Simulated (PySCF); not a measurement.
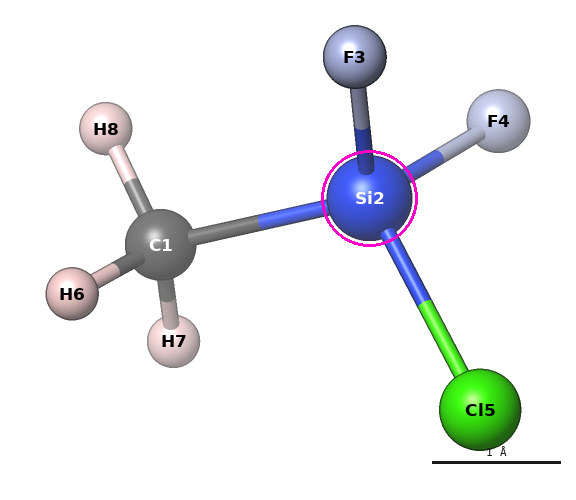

Orthographic view. Atoms fade into the background with distance from the viewer. Computed geometry: PBE0-D3(BJ)/def2-SVP optimisation. No frequency run is at hand to confirm it as a minimum.

Question: Name the neighbours of the circled atom.

Answer: The circled atom is Si2; it is bonded to C1, F3, F4, Cl5.

Question: Which two atoms are farthest apart in space?

Answer: Cl5 and H8, 4.18 Å.

Question: Of Si2 and F4, which is nearer the viewer?

Answer: Si2; the bond to F4 points away from the viewer, so it looks shorter than its 1.61 Å.
